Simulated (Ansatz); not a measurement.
Equilibrium of C3H5F3 ⇌ C2H2F2 + CH3F at process temperatures

Species: C3H5F3 (1,2,2-trifluoropropane) `CC(F)(F)CF`, singlet; C2H2F2 (vinylidene fluoride) `C=C(F)F`, singlet; CH3F (fluoromethane) `CF`, singlet. This is a balance of energies; it says nothing on the path, which may need atoms to shift.

The electronic reaction energy at CCSD(T)/CBS estimate is +148.4 kJ/mol. Shapes: PBE0-D4/def2-TZVP. Flexible molecules stand in one conformer, not always the lowest. Programs: Ansatz 0.2.0. Enthalpy and entropy come from rigid-rotor, harmonic-oscillator sums on unscaled PBE0-D4/def2-TZVP wavenumbers, ideal gases at 1 bar; R ln 2 is added for the mirror twin of the chiral shape of C3H5F3. Symmetry numbers: C3H5F3 1, C2H2F2 2, CH3F 3. R = 8.3145 J/(mol K).

```
T (K)  ΔH (kJ/mol)  ΔS (J/(mol K))
  400       +138.7          +151.7
  600       +136.8          +147.9
  800            ?               ?
```

Q: Work out ln K at 400 and 600 K, and from these estimate it at 800 K.

A: 
1. 400 K: ΔG = +138.7 − 400 × (+151.7)/1000 = +78.0 kJ/mol; ln K = −ΔG/RT = -23.45.
2. 600 K: ΔG = +136.8 − 600 × (+147.9)/1000 = +48.1 kJ/mol; ln K = −ΔG/RT = -9.64.
3. Slope against 1000/T: (-9.64 − (-23.45))/(1.6667 − 2.5000) = -16.57, that is −ΔH/R with ΔH near +138 kJ/mol.
4. 800 K: ln K = -23.45 + (-16.57) × (1.2500 − 2.5000) = -2.74.

The full sums give ΔH = +134.2 kJ/mol, ΔS = +144.2 J/(mol K), ΔG = +18.8 kJ/mol and ln K = -2.83 at 800 K, so the line is off by +0.09 in ln K; without rounding the miss is +0.11, from the change of ΔH with temperature. The products are favoured at 1 bar above about 930 K, give or take 70 K for 10 kJ/mol in the energy. The number of molecules rises, which sets the sign of ΔS, and lower pressure favours the products. An error of 10 kJ/mol in the energy moves ln K by 1.5 at 800 K. Soft modes are treated as harmonic, which can err either way at these temperatures; the lowest are those of C3H5F3 (110 cm⁻¹). Other conformers aren't counted. The CBS estimate extrapolates MP2 from def2-TZVPP and def2-QZVPP and adds CCSD(T) − MP2 in the triple-zeta set, cores frozen.

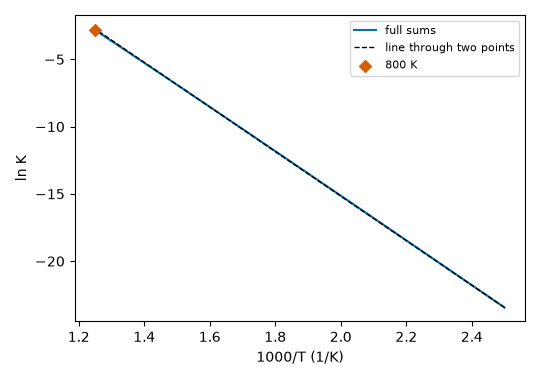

The van 't Hoff plot.
